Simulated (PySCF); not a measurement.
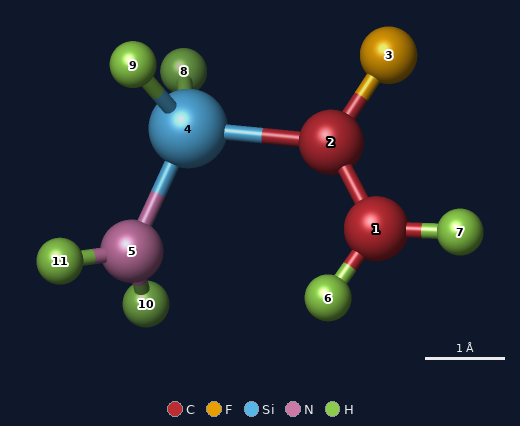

Fig. 1: The structure (ball-and-stick view, seen at a tilt; atoms are numbered from 1 in the order of the input).

## Core-level calculation, with input and output: C$_{2}$H$_{6}$FNSi

C$_{2}$H$_{6}$FNSi, SMILES C=C(F)[SiH2]N, computed with delta-SCF UKS SCAN, pcX-2 on the ionised atom, pcseg-1 elsewhere, spin-free X2C (PySCF 2.14.0).

Figures and captions count atoms from 1; the log counts them from 0 in places.

The program's output:
```
ground state, core basis on atom 0 (C), 135 functions
  cycle   1  E = -524.39033787  |g| = 6.09e-01
  cycle   2  E = -524.28241257  |g| = 9.09e-01
  cycle   3  E = -524.46210566  |g| = 1.29e-01
  cycle   4  E = -524.46595342  |g| = 6.43e-02
  cycle   5  E = -524.46691583  |g| = 2.25e-02
  cycle   6  E = -524.46702625  |g| = 5.18e-03
  cycle   7  E = -524.46703050  |g| = 2.03e-03
  cycle   8  E = -524.46703394  |g| = 1.02e-03
  cycle   9  E = -524.46703512  |g| = 1.38e-04
  E(ground) = -524.50191361 Eh
hole in C 1s of atom 0
  cycle   1  E = -513.22442830  |g| = 1.50e+00
[... 11 cycles left out ...]
  E(ion) = -513.83529391 Eh   <S^2> = 0.7864   hole on atom = 1.000   binding energy = 290.254 eV
ground state, core basis on atom 1 (C), 135 functions
[... 6 cycles left out ...]
  E(ground) = -524.50659300 Eh
hole in C 1s of atom 1
[... 13 cycles left out ...]
  E(ion) = -513.76786999 Eh   <S^2> = 0.8335   hole on atom = 1.000   binding energy = 292.216 eV
ground state, core basis on atom 2 (F), 135 functions
[... 6 cycles left out ...]
  E(ground) = -524.54817256 Eh
hole in F 1s of atom 2
[... 12 cycles left out ...]
  E(ion) = -499.09394144 Eh   <S^2> = 0.7578   hole on atom = 1.000   binding energy = 692.645 eV
ground state, core basis on atom 3 (Si), 146 functions
[... 7 cycles left out ...]
  E(ground) = -524.55750436 Eh
hole in Si 1s of atom 3
[... 11 cycles left out ...]
  E(ion) = -456.68173190 Eh   <S^2> = 0.7523   hole on atom = 1.000   binding energy = 1846.994 eV
hole in Si 2p of atom 3
[... 10 cycles left out ...]
  E(ion) = -520.61314880 Eh   <S^2> = 0.7516   hole on atom = 1.003   binding energy = 107.331 eV
  2p3/2 = 107.105 eV   2p1/2 = 107.729 eV
ground state, core basis on atom 4 (N), 135 functions
[... 6 cycles left out ...]
  E(ground) = -524.51304102 Eh
hole in N 1s of atom 4
  cycle   1  E = -508.90160710  |g| = 1.86e+00
  cycle   2  E = -507.32788638  |g| = 2.33e+00
  cycle   3  E = -509.41093411  |g| = 6.16e-01
  cycle   4  E = -509.55441724  |g| = 3.27e-01
  cycle   5  E = -509.58647174  |g| = 1.59e-01
  cycle   6  E = -509.59549195  |g| = 6.15e-02
  cycle   7  E = -509.59739084  |g| = 1.40e-02
  cycle   8  E = -509.59746769  |g| = 8.29e-03
  cycle   9  E = -509.59750176  |g| = 1.09e-03
  cycle  10  E = -509.59750333  |g| = 4.54e-04
  E(ion) = -509.62968600 Eh   <S^2> = 0.7641   hole on atom = 1.000   binding energy = 404.997 eV
```

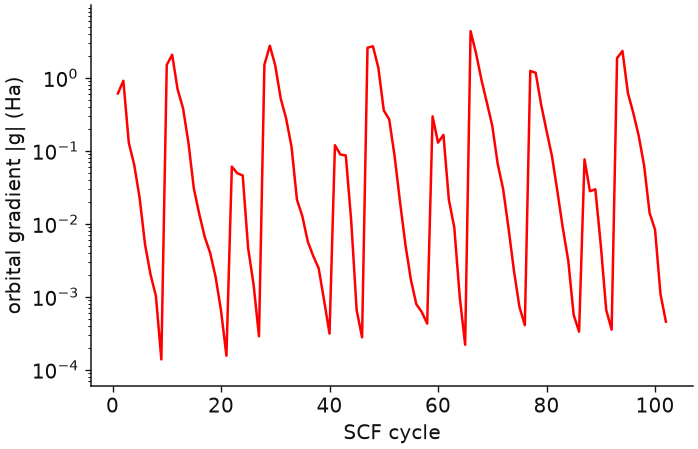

Fig. 2: Convergence of the self-consistent field: orbital gradient |g| against the SCF cycle. All cycles printed in the log are drawn one after another.

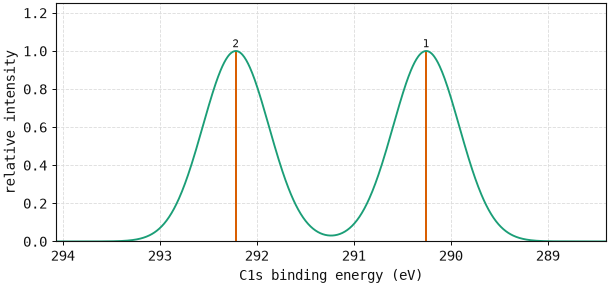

Fig. 3: C1s binding energies by ΔSCF of the atoms computed, labelled by atom number, with a Gaussian envelope of 0.8 eV full width. They run from 290.25 eV (atom 1) to 292.22 eV (atom 2).

This output came from the following input.

The input:
```
{"job": {"kind": "xps"}, "charge": 0, "multiplicity": 1}
C     -1.730532    -0.476585    -0.382693
C     -0.951732     0.603576    -0.421710
F     -1.467956     1.798973    -0.766363
Si     0.893027     0.630541    -0.020569
N      1.324237    -0.884214     0.687720
H     -1.283515    -1.434316    -0.110891
H     -2.796979    -0.427343    -0.620414
H      1.121145     1.838769     0.834409
H      1.699927     0.775945    -1.268009
H      1.048491    -1.125758     1.632111
H      2.193442    -1.333754     0.428135
```

The first line tells a small driver script what to run in PySCF; the rest is the geometry in Å.

Launched with:
```bash
OMP_NUM_THREADS=1 python <driver script> task.json out
```

Key numbers:

- outcome: converged
- hardware: 1 CPU thread, shared host
- wall time: 27 s
- peak memory: 0.46 GiB
